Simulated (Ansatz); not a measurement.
Input file:

```
crystal:
  lattice:
    - [3.5522768431, -1.4400901493, -0.0011545489]
    - [3.5522768431, 1.4400901493, -0.0011545489]
    - [-0.0171277465, 0.0, 3.9834816137]
  atoms:
    - { symbol: B, position: [0.8491959383, 0.8491959383, 0.4833403856] }
    - { symbol: B, position: [0.2952127605, 0.2952127605, 0.1936915117] }
    - { symbol: B, position: [0.7047872395, 0.7047872395, 0.8063084883] }
    - { symbol: B, position: [0.1508040617, 0.1508040617, 0.5166596144] }
    - { symbol: Ru, position: [0.0, 0.0, 0.0] }
basis:
  ecutwfc: 420
kpoints:
  mp_grid: { grid: [14, 14, 10] }
  band_path:
    path:
      - [[0.0, 0.0, 0.0], [-0.291088, 0.291088, 0.0]]
      - [[-0.708912, -0.291088, 0.0], [-0.5, -0.5, 0.0], [0.0, 0.0, 0.0], [-0.5, -0.5, 0.5], [-0.7092509, -0.2907491, 0.5]]
      - [[-0.2907491, 0.2907491, 0.5], [0.0, 0.0, 0.5], [0.0, 0.0, 0.0]]
      - [[-0.5, 0.0, 0.5], [0.0, 0.0, 0.0], [-0.5, 0.0, 0.0]]
    npoints: 14
hamiltonian:
  xc: pbe
scf:
  occupations: { method: gaussian, width: 0.1 }
  n_extra_bands: 12
output:
  forces: true
  stress: true
  eigenvalues: true
  populations: true
  dos: { projected: true, de: 0.02, nscf_kmesh: { grid: [17, 17, 12] } }
  bader: true
  write_density: true
  write_potential: true
  elf: true
  volumetric_format: npy
```

Command:

```sh
ansatz run input.yaml --threads 1 --pin off --max-ram 2560MiB --backend cpu --events-out ev --progress --plain --runs-dir out
```

Below, planes, directions and counts refer to the conventional cell (a = 7.10 Å, b = 2.88 Å, c = 3.98 Å, α = 90.00°, β = 90.26°, γ = 90.00°).

Space group C2/m; a structure generated by program, which may or may not match a known phase; computed without spin polarisation.

Method: DFT PBE, scalar-relativistic, plane waves, PAW in Ansatz 0.2.0.

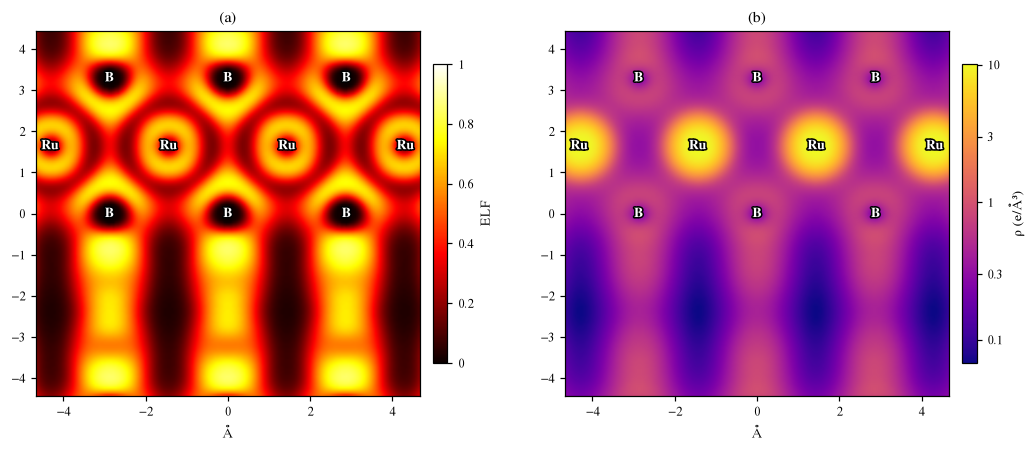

B₄Ru. (a) ELF; (b) valence electron density on the (101) plane of the conventional cell.

**What does the map show?**

Atoms in the plane: B and Ru.
Atoms just off the plane (B, 0.5 Å away) can leave unmarked features too.
B–Ru (2.19 Å): the density is about 0.65 e/Å³ at the midpoint; the ELF peaks at about 0.70 in the valence shell of B, 0.7 Å from its nucleus, and is about 0.30 at the midpoint.
Between the atoms the lowest density in this plane is 0.07 e/Å³.
The features right at Ru lie inside the PAW spheres, where the map follows smoothed inner orbitals and isn't to be read closely.
